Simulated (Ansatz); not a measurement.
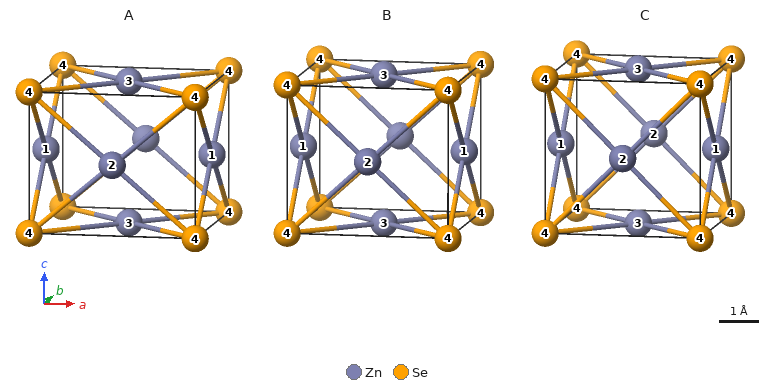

3 geometries from one relaxation of solid Zn3Se (a generated structure, set up in P4/mmm), in shuffled order. A ball-and-stick model of the cell of the calculation, seen slightly off an axis.

Level of theory: DFT PBE, scalar-relativistic, plane waves, PAW in Ansatz. (plane-wave cutoff 420 eV; k-point mesh 12 × 12 × 12; occupations gaussian; smearing width 0.1 eV; no spin polarisation; cell and atoms relaxed; force threshold 0.01 eV/Å; at most 80 steps)

Order the frames from highest to lowest energy.

C, B, A. They are steps 0, 7, 13, at +12.6 meV per atom, +4.1 meV per atom relative to the last. After 12 accepted moves (13 points after the start) the energy has fallen by 12.6 meV per atom. All forces vanish by symmetry, so only the cell relaxes. The pressure goes from 3.09 to 0.02 GPa. At 1 point the geometry stayed and the basis and grid were re-selected for the new cell (energy shift of 0.7 meV per atom at most each time). No atom moves by more than 0.005 Å relative to the cell. Cell: a = b 4.094 → 4.388 Å (+7.2 %), c 4.052 → 3.709 Å (−8.5 %). Volume +5.1 %. Among the contacts that change: Zn3–Se4 2.895 → 3.103 Å, Zn1–Se4 2.880 → 2.873 Å. Among the angles between lasting bonds that change: Se4–Zn1–Se4 90.6° → 99.6°, Se4–Zn1–Se4 89.4° → 80.4°. The space group stays P4/mmm (No. 123).
